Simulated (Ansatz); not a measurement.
## Fields on a plane of CaF2 (fluorite)

```yaml
crystal:
  lattice:
    - [0.00000, 2.75551, 2.75551]
    - [2.75551, 0.00000, 2.75551]
    - [2.75551, 2.75551, 0.00000]
  atoms:
    - { symbol: Ca, position: [0.00000, 0.00000, 0.00000] }
    - { symbol: F, position: [0.25000, 0.25000, 0.25000] }
    - { symbol: F, position: [0.75000, 0.75000, 0.75000] }
```

The slice is a {100} plane (indices of the conventional cell) through the point (0.000, 0.000, 0.000) (fractional), spanned by u = [100] and v = [0 1 -1] in vectors of this cell: u (3.90 Å) and v (3.90 Å, at 90° to u). It covers one period; positions are fractions (u, v).

Atoms on it: Ca at (0.00, 0.00).

Level of theory: PBE (plane waves to 420 eV, PAW, scalar-relativistic; Ansatz, a program for electronic structure). k mesh 10×10×10. These are valence fields of a PAW run, semicore shells included where kept as valence: close to a nucleus they are smooth pseudo fields. CaF2 was relaxed with its symmetry unable to fall. The PAW data are Ansatz's earlier set.

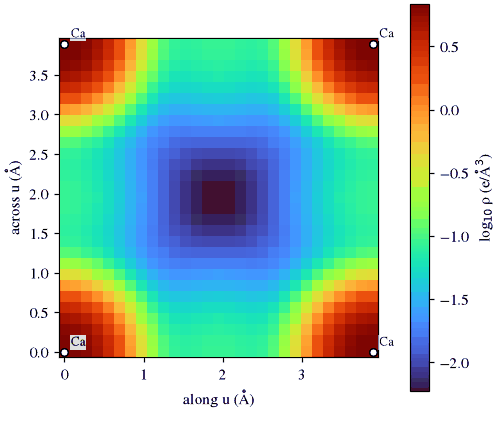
Fig. 1. Log₁₀ of the valence density in e/Å³, one period of the plane, atoms marked. The scale is logarithmic, as a density can span decades between atoms and voids.

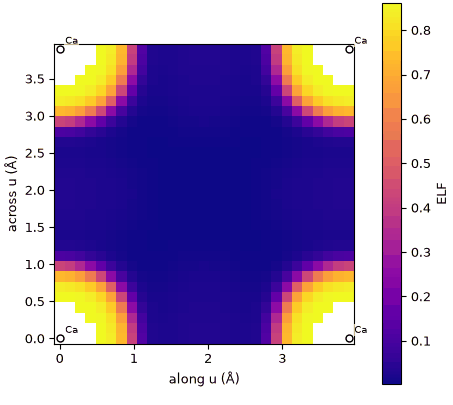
Figure: Electron localisation function (ELF), one period of the plane, atoms marked. Points within 0.5 Å of a nucleus are left white, as the pseudised field means little there.
